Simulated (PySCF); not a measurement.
```xyz
18

C    -1.8971    1.5916   -0.3272
C    -1.5991    0.3162   -0.0279
C    -0.2851   -0.3099   -0.1487
C    -0.2195   -1.7828    0.0723
C     0.7664    0.2882   -1.0866
C     0.8923    0.6118    0.3571
C     1.9816    0.0040    1.1433
O     2.2947   -1.1423    1.2136
H    -1.1717    2.3184   -0.6559
H    -2.9161    1.9374   -0.2790
H    -2.3935   -0.3397    0.3037
H    -0.2950   -2.3237   -0.8737
H    -1.0162   -2.1252    0.7290
H     0.7531   -2.0771    0.4894
H     0.4775    1.0755   -1.7673
H     1.4536   -0.4322   -1.5091
H     0.6104    1.6078    0.6744
H     2.5550    0.7880    1.6809
```

Geometry: GFN2-xTB.

Level of theory: UKS B3LYP, pcH-1 on C H O, non-relativistic, mean-field spin-orbit, GIAO (PySCF).

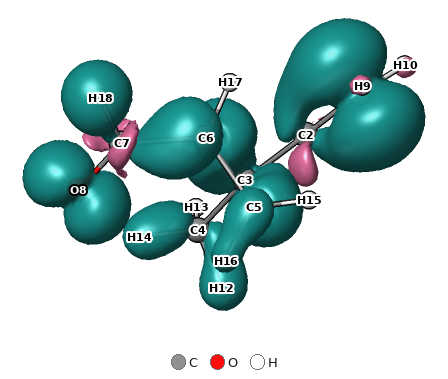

C7H10O (charge +1, doublet). Isosurfaces of the spin density (α minus β) at +0.015 (teal) and −0.015 e/Å³ (pink), seen at an oblique angle.

### Which atoms carry the spin?

The unpaired spin (1 electron) lies mostly on C1 (about 0.3), O8 (about 0.2), C6 (about 0.1) and C3 (about 0.1), in electrons by Hirshfeld's partition.
